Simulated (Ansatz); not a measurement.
**GaH3O: nudged elastic band (part 2 of 2)**

The same run, continued: GaH3O; RKS PBE/def2-TZVP (Ansatz 0.2.0). The run did not end well. One setting was made poor on purpose. It belongs to a series of runs on one base structure; here: band between the two ends.

Geometry of the input (Å):
```
Ga 0.4879  -0.0005  0.0166
O  0.7948  -0.1602  1.7928
H  -0.0281  -0.2347  2.3043
H  1.8015  0.1321  -0.8209
H  -1.0107  -0.0181  -0.4645
```

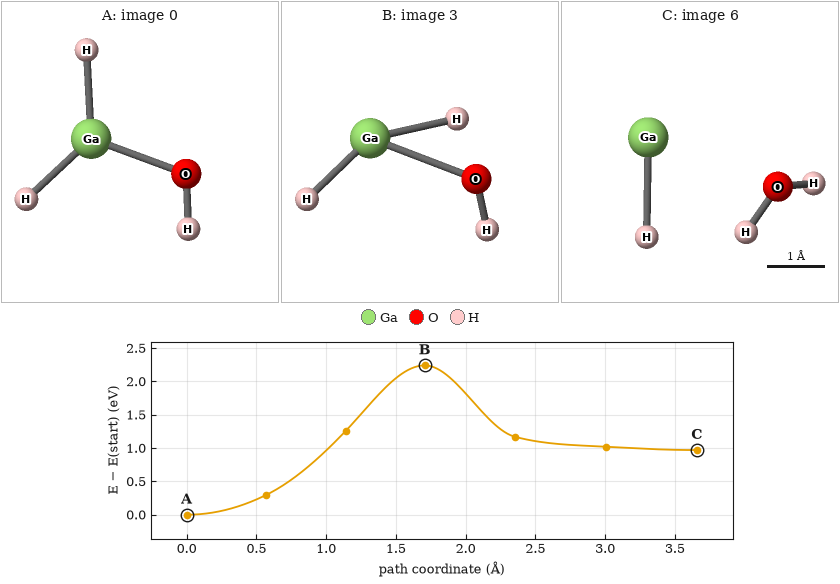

Images of the last band (counted from 0; ball-and-stick, seen at a tilt) above the energy along the path; the line is a cubic interpolation that uses the forces. The highest image is number 3, 2.240 eV above the start and 1.270 eV above the end (the climbing image); the end lies 0.970 eV above the start. The path is 3.66 Å long. The band had not converged after 60 iterations.

```
Unfinished report: {"positions_ang":[[0.24900857873911902,0.13821716177153912,-0.46921414814890255],[0.9050993427482501,0.20076485069002992,1.4605938078941816],[0.5632242216419147,-0.5024542465501943,2.0458667777518924],[1.6801308420456422,-0.15165807447195873,0.30751540220775475],[-1.3521629851749248,0.03373029856058421,-0.5163608397049245]],"unchecked":["starts","cluster_reference","orbital_swaps","neighbouring_geometries","increment"],"mean_field":{"relativity":"none","state":{"energy":{"ev":-54462.68188184068,"hartree":-2001.466643025971},"converged":true,"gradient_ev":0.000022323375263922214,"stability":{"kind":"minimum","curvature_ev":53.23839896048257},"curvature_floor_ev":0.00030000000000000003,"spin_squared":-4.263256414560601e-14},"others":[],"fillings":{"estimated":0,"unestimated":0,"tried":0,"untried":0,"excluded_magnetic_sites":0},"n_dropped_functions":0,"n_trapped_functions":0,"passes":{"evaluations":4,"products":27},"factors":{"origin":"density fitting in generated functions","count":651,"bound_ev":null},"gradient_stop_ev":0.00009,"reference_kind":"stationary","functional":{"name":"PBE","citations":["Perdew, Burke & Ernzerhof, Phys. Rev. Lett. 77, 3865 (1996) doi:10.1103/PhysRevLett.77.3865"],"text":"name \"PBE\"\ncite \"Perdew, Burke & Ernzerhof, Phys. Rev. Lett. 77, 3865 (1996) doi:10.1103/PhysRevLett.77.3865\"\nparent pbe\nparameter kappa = 0.804\nparameter beta = 0.06672455060314922\nexchange = pbe_x(kappa = kappa, mu = beta*pi^2/3)\ncorrelation = pbe_c(beta = beta)\n","parameters":{"beta":{"value":0.06672455060314922,"default":0.06672455060314922},"kappa":{"value":0.804,"default":0.804}},"final_grid":{"core_spheres":13.0,"valence_spheres":11.0,"degree":36.0},"final_grid_parameter_source":"default","radial_points_factor":1.0,"radial_grid_error_ev":3.125828648923977e-7,"grid_sensitivity":"normal","grid_sensitivity_ratio":0.001870803151768979},"unsmoothed_excess_ev":-0.00003341849225703907,"symmetry":{"irreps":["A"],"axes":[[0.99969302562745,-0.010041664227485937,-0.022649933584391803],[0.01010133630694946,0.9999458006436664,0.0025216621326337118],[0.022623384288139453,-0.0027496826434487737,0.9997402771363729]],"occupied":[{"A":21},{"A":21}]},"density_repulsion":{"missed_ev":0.00004379124879949185,"excess_ev":0.00004379124879949185,"most_excess_ev":0.0005459999999999999,"are_drawn_again":false,"n_first_factors":651,"energy_change_ev":0.0,"n_dropped_ends":0},"direct_passes":"host"},"factors":{"origin":"density fitting in generated functions","count":651,"bound_ev":null},"n_frozen":0,"n_occupied":[21,21],"n_virtual":[76,76],"reference":{"ev":-54462.68188184068,"hartree":-2001.466643025971},"total":{"ev":-54462.68188184068,"hartree":-2001.466643025971},"forces_ev_per_angstrom":[[-0.014088801683700783,-0.011981042859690826,0.0015288604160104502],[0.027369943336333993,0.07624451822617621,-0.08488163035547817],[0.022117568234992332,-0.0950863816311753,0.13265962459963396],[-0.014134122477278849,0.007607372649824372,0.011056891193297487],[-0.021264587415860466,0.023215533600114323,-0.06036374588161069]],"charge_distribution":{"dipole_moment_e_ang":[-0.14515948534627204,-0.2241413094212759,-0.03481768136401791],"mulliken_charges_e":[0.13603260910870318,-0.522381075440908,0.2879324022890821,0.18846090895143475,-0.09004484490833176],"lowdin_charges_e":[-0.15416678455429889,0.09365370784268112,0.017111677852210017,0.10290694903639386,-0.059505550177024524]},"n_threads":2,"memory_gib":2.556818182580173,"seconds":{"hamiltonian":0.334801983,"orbitals":0.0,"second_order":0.0,"solver_start":0.0,"cycles":0.0,"cycle":0.0,"perturbative":0.0,"full_ci_increment":0.0,"forces":0.0}}
this run last wrote the band of iteration 60 to [file]
Error: NEB band did not converge after 60 iterations: max|band force component| = 1.34e-1 eV/Å (threshold 3.0e-2); raise `neb.max_iterations` in a new run, which can start from the last band evaluated (`neb.initial_path`, with `crystal.atoms` and `neb.final_atoms` set to its first and last images), add images, or start from endpoints closer to local minima. Where this run's directory can be resumed (`checkpoint.write`), a resume goes on for up to `neb.max_iterations` more; to start a new run from the last band, take its images' positions from the `neb_iteration` event of iteration 60 (`data.images[].positions_ang`), in the event stream of the run that computed that iteration (not this run's, if it was resumed behind it). With `checkpoint.write`, `steps/00-neb/state/checkpoint.json` in the run directory holds the last saved band, under `neb.evaluated.images[].positions_ang` (a band under a hybrid functional on support functions is neither saved nor resumed: `neb.initial_path` says where its path is): check the last entry of `neb.iterations` there, which is earlier than 60 if that iteration was not saved or its write failed. If the band's step has no `state` directory and holds `state.next`, a write was cut short, and the file is under `state.next` instead (behind a loss of power it can be under `state.prev`)
this run wrote the band of iteration 60 to [file] as well, whether or not its events were kept: a new run's `neb.initial_path` can list its `images[].positions_ang`
a run's events are kept only if it was started with --events-out <file>, and are in that file
```

### The last band as extended XYZ (Å, eV, eV/Å)
```
5
Properties=species:S:1:pos:R:3:forces:R:3 image=0 energy=-54464.92205
Ga    0.4879   -0.0005    0.0166   -0.0120  -0.0077  -0.0133
O     0.7948   -0.1602    1.7928   -0.0065   0.0062   0.0240
H    -0.0281   -0.2347    2.3043    0.0110  -0.0040  -0.0119
H     1.8015    0.1321   -0.8209    0.0067   0.0013  -0.0014
H    -1.0107   -0.0181   -0.4645    0.0008   0.0042   0.0027
5
Properties=species:S:1:pos:R:3:forces:R:3 image=1 energy=-54464.62471
Ga    0.3577    0.0501   -0.0706    0.1323  -0.1146   0.2883
O     0.7796    0.0772    1.6889   -0.0454  -0.2251   0.2746
H     0.2044   -0.4190    2.2847   -0.3672   0.1672   0.2703
H     1.8448   -0.0002   -0.5103    0.0454   0.1804  -0.8051
H    -1.1412    0.0105   -0.5643    0.2349  -0.0079  -0.0280
5
Properties=species:S:1:pos:R:3:forces:R:3 image=2 energy=-54463.66535
Ga    0.2834    0.1007   -0.2199    0.0956  -0.1940   1.0257
O     0.7809    0.1955    1.5719   -0.4913  -0.0316   0.4404
H     0.4287   -0.4918    2.1511   -0.4565   0.0832   0.4904
H     1.8121   -0.1129   -0.1045    0.5156   0.1016  -1.7353
H    -1.2598    0.0271   -0.5702    0.3366   0.0407  -0.2213
5
Properties=species:S:1:pos:R:3:forces:R:3 image=3 energy=-54462.68185
Ga    0.2490    0.1382   -0.4692   -0.0141  -0.0120   0.0015
O     0.9051    0.2008    1.4606    0.0274   0.0762  -0.0849
H     0.5632   -0.5025    2.0459    0.0221  -0.0951   0.1327
H     1.6801   -0.1517    0.3075   -0.0141   0.0076   0.0111
H    -1.3522    0.0337   -0.5164   -0.0213   0.0232  -0.0604
5
Properties=species:S:1:pos:R:3:forces:R:3 image=4 energy=-54463.75238
Ga    0.0853    0.2953   -0.7978   -0.1411   0.0930  -0.4264
O     1.0378    0.1607    1.3659    0.0547  -0.0204  -0.1132
H     0.7100   -0.6145    1.8623    0.1409  -0.0032  -0.1074
H     1.6963   -0.1495    0.6956    0.0645  -0.0691   0.5409
H    -1.4841    0.0265   -0.2976   -0.1190  -0.0003   0.1061
5
Properties=species:S:1:pos:R:3:forces:R:3 image=5 energy=-54463.90291
Ga   -0.1310    0.7069   -0.7720   -0.0609   0.0515  -0.0477
O     1.0947    0.1054    1.2308    0.0452  -0.0832  -0.1205
H     0.5619   -0.6498    1.5415    0.0019   0.0363  -0.0252
H     1.8836   -0.2747    0.8020    0.0183   0.0084   0.1613
H    -1.3639   -0.1692    0.0260   -0.0045  -0.0130   0.0322
5
Properties=species:S:1:pos:R:3:forces:R:3 image=6 energy=-54463.95192
Ga   -0.2881    0.8912   -0.6854   -0.0103  -0.0164   0.0177
O     1.1747    0.1009    1.1553   -0.0061  -0.0114  -0.0097
H     0.3690   -0.4726    1.1965    0.0243   0.0100  -0.0037
H     1.9148   -0.4762    0.8984   -0.0120   0.0026   0.0107
H    -1.1251   -0.3247    0.2636    0.0041   0.0151  -0.0150
```

### Outcome

| quantity | value |
| --- | --- |
| outcome | not converged |
| barrier, forward (band not converged) | 2.240 eV |
| barrier, backward | 1.270 eV |
| wall time | 1.7 min (CPU time 3.3 min) |
| peak memory | 0.13 GiB |

### What went wrong

The run did not converge: “NEB band did not converge after 60 iterations: max|band force component| = 1.34e-1 eV/Å (threshold 3.0e-2); raise `neb.max_iterations` in a new run, which can start from the last band evaluated (`neb.initial_path`, with `crystal.atoms` and `neb.final_atoms` set to its first and last images), add images, or start from endpoints closer to local minima …” Its last values are not results. A deliberately poor setting: step length.
